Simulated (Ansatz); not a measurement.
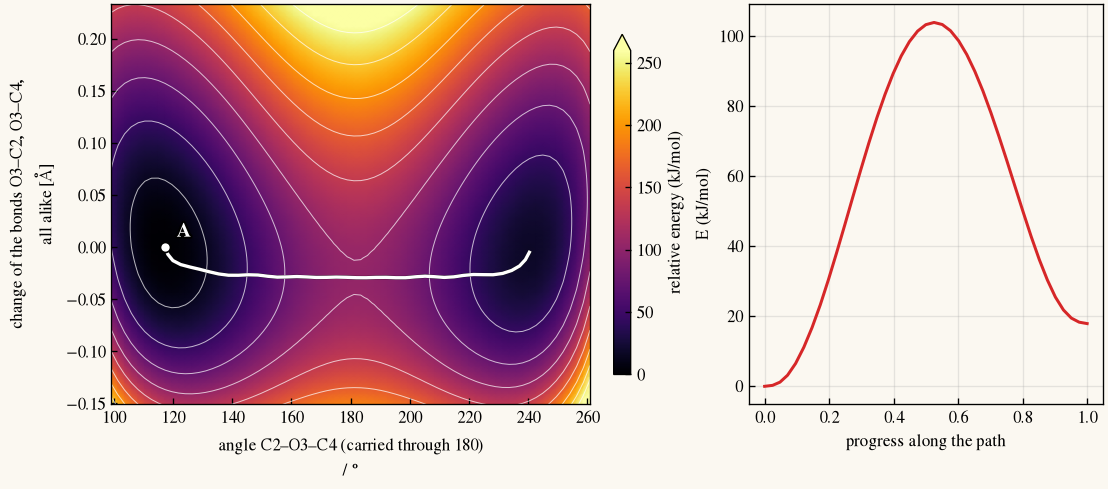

C2H3F2O, SMILES F[CH]OCF, spin multiplicity 2. The first coordinate is: angle C2–O3–C4 (carried through 180); the second: change of the bonds O3–C2, O3–C4, all alike. Nothing is relaxed (all other coordinates rigid). The grid has 15 × 15 points. Points are written as (first, second). Energies: kJ/mol, counted from the relaxed molecule at the same level. Theory: UKS PBE0-D4/def2-SVP (Ansatz).

In the figure: a smooth colour map with a few white contour lines, a line along the lowest path, one colour for all values above the top of the scale, the energy along the path at the right, the start A. Between grid points the surface is interpolated.

Question: Describe the path and its barrier.

Answer: The easiest path leads from the well at about (117°, 0.00 Å) to the well at about (240°, 0.00 Å), about 18 kJ/mol higher. Its highest point lies about 104 kJ/mol above the bottom of the first well on the interpolated surface, at about (182°, −0.03 Å). Seen from the upper well the barrier is about 86 kJ/mol. The start is the relaxed structure and all else is held, so a fully relaxed path at this level can only be lower.
